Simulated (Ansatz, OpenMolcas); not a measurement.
How methods differ on TlBr (SMILES [Br][Tl])

TlBr has 2 atoms, charge 0, and is taken as a singlet. SMILES: `[Br][Tl]`. Geometry: the measured bond length.

| atom | x (Å) | y (Å) | z (Å) |
| --- | --- | --- | --- |
| Br | 0.0000 | 0.0000 | 0.0000 |
| Tl | 0.0000 | 0.0000 | 2.6182 |

Quantity: the vertical electron affinity (to the doublet anion), in eV. The values are calculated.

The electron affinity is E(neutral) − E(anion): positive where the electron is bound.

```json
{"level": "HF/def2-TZVPPD (core potential)", "kind": "Hartree–Fock", "program": "Ansatz", "value (eV)": "-0.06", "CPU time (all runs)": "23 s"}
{"level": "SVWN5/def2-TZVPPD (core potential)", "kind": "LDA", "program": "OpenMolcas", "value (eV)": "0.41", "CPU time (all runs)": "58 s"}
{"level": "BLYP/def2-TZVPPD (core potential)", "kind": "GGA", "program": "Ansatz", "value (eV)": "0.16", "CPU time (all runs)": "68 s"}
{"level": "B3LYP/def2-TZVPPD (core potential)", "kind": "global hybrid", "program": "OpenMolcas", "value (eV)": "0.33", "CPU time (all runs)": "3.3 min"}
{"level": "r2SCAN0/def2-TZVPPD (core potential)", "kind": "hybrid meta-GGA", "program": "Ansatz", "value (eV)": "0.40", "CPU time (all runs)": "75 s"}
{"level": "wB97X/def2-TZVPPD (core potential)", "kind": "range-separated hybrid", "program": "Ansatz", "value (eV)": "0.19", "CPU time (all runs)": "1.9 min"}
{"level": "RPA@PBE/def2-TZVPPD (core potential)", "kind": "RPA", "program": "Ansatz", "value (eV)": "0.45", "CPU time (all runs)": "1.8 min"}
{"level": "MP2/def2-TZVPPD (core potential)", "kind": "perturbation theory", "program": "Ansatz", "value (eV)": "0.17", "CPU time (all runs)": "32 s"}
{"level": "CCSD/def2-TZVPPD (core potential)", "kind": "coupled cluster or CI", "program": "Ansatz", "value (eV)": "0.18", "CPU time (all runs)": "65 s"}
```

Spin-orbit coupling, which can split open shells on such heavy atoms by tenths of an eV, is left out. Where it was recorded, the anion's HOMO is positive in SVWN5/def2-TZVPPD, BLYP/def2-TZVPPD, B3LYP/def2-TZVPPD, r2SCAN0/def2-TZVPPD: a fault of the level (basis or self-interaction), which says nothing on whether the real anion is bound. The values span -0.06 to 0.45 eV. In the correlated wave-function rows the outer d shell of Br is correlated, in sets not made for it. Times are those of the runs behind each value, whatever else they computed, on shared processors of several kinds: orders of magnitude only.

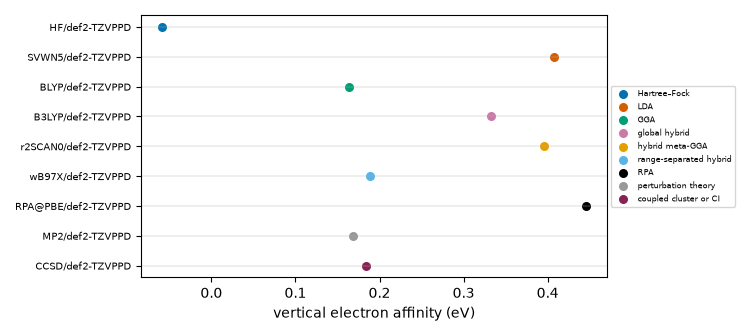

The values of the table, level by level.
